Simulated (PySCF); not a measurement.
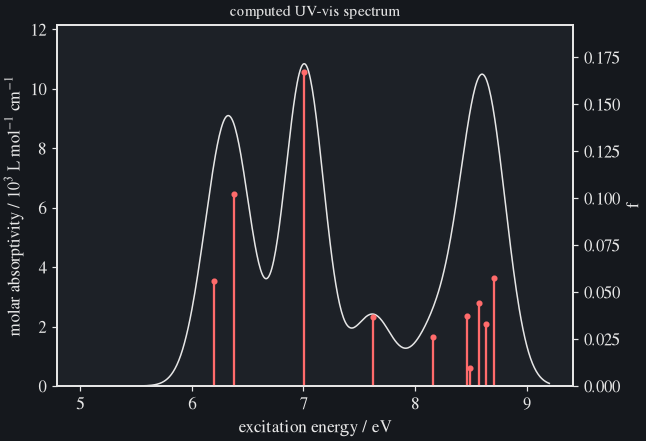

Vertical TDDFT excitations, CAM-B3LYP/def2-SVPD with PySCF 2.14.0, at a PBE0-D3(BJ)/def2-SVP geometry (no frequency check), gas phase. Only the first 10 singlet excitations are included; each is broadened by a Gaussian of 1/e half-width 0.25 eV. Sticks give oscillator strengths (right axis).

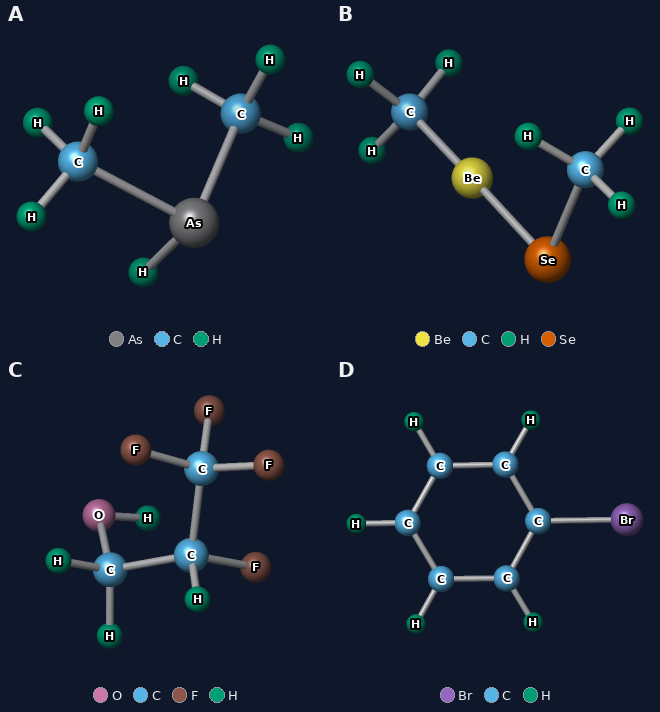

**Whose absorption spectrum is this? The candidates are drawn in the second picture.**

Structure A, C₂H₇As (AsMe2H), SMILES [H][As](C)C. Its lowest singlet lies at 6.20 eV (f = 0.056) and the brightest of those computed is S3 at 7.01 eV (177 nm), f = 0.167, mainly HOMO → LUMO+2 (84 %).

Note: states above the negative HOMO energy depend on the basis; core orbitals are frozen in the response.
